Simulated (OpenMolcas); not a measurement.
Exact exchange and the HOMO–LUMO gap of C3H4 (allene)

The species is C3H4 (7 atoms), meant as a singlet with charge 0. SMILES: `C=C=C`. Geometry: relaxed at PBE0-D4/def2-TZVP.

The HOMO–LUMO gap y, in eV, basis def2-TZVP; a is the functional's share of exact exchange. Programs: OpenMolcas 26.06.

```
functional     program     a  y (eV)
      BLYP  OpenMolcas     0    5.82
    revPBE  OpenMolcas     0    5.87
     B3LYP  OpenMolcas   0.2    7.57
      PBE0  OpenMolcas  0.25       ?
     BHLYP  OpenMolcas   0.5   10.18
```

Question: Fit y = c + s·a to the known rows and predict PBE0.

Answer: 
1. Means of the 4 rows: a = 0.1750, y = 7.360.
2. Σ(Δa)² = 0.1675, Σ(Δa·Δy) = 1.452, so the slope is 1.452/0.1675 = 8.6687.
3. Intercept: 7.360 − (8.6687) × 0.1750 = 5.843. The largest residual of the fit is 0.027.
4. PBE0: 5.843 + (8.6687) × 0.25 = 8.01 eV.

The run gave 8.05 eV, so the prediction is off by -0.04 eV, more than the largest residual. Exact exchange lowers occupied levels and raises empty ones. The rows mix families of semi-local functionals, which the line can't see.

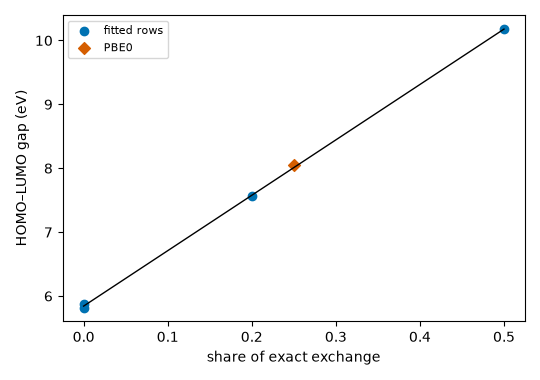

The fitted line, with the withheld row.
